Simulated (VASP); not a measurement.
Band structure of NiSb (NiAs type). Level of theory: AM05 GGA, VASP's PBE PAW potentials (set 64) (plane waves; VASP).

Unless said otherwise, spin-orbit coupling is left out, though it shifts the bands of the heavy elements here.

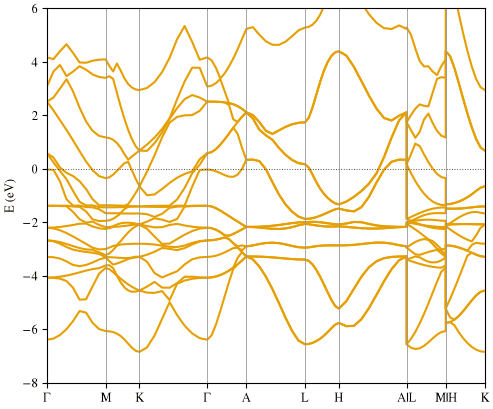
*Bands along high-symmetry lines, zero at the valence-band maximum or, without a gap, the Fermi level*

Q: Read the plot: is there a gap, and where are the band edges?

A: It has no gap at this level: it comes out as a metal or semimetal. (Edges off the drawn lines would not show.)

The compound is NiSb in the NiAs type structure. It was relaxed first. The run is not spin-polarised, so no magnetic state was tried.
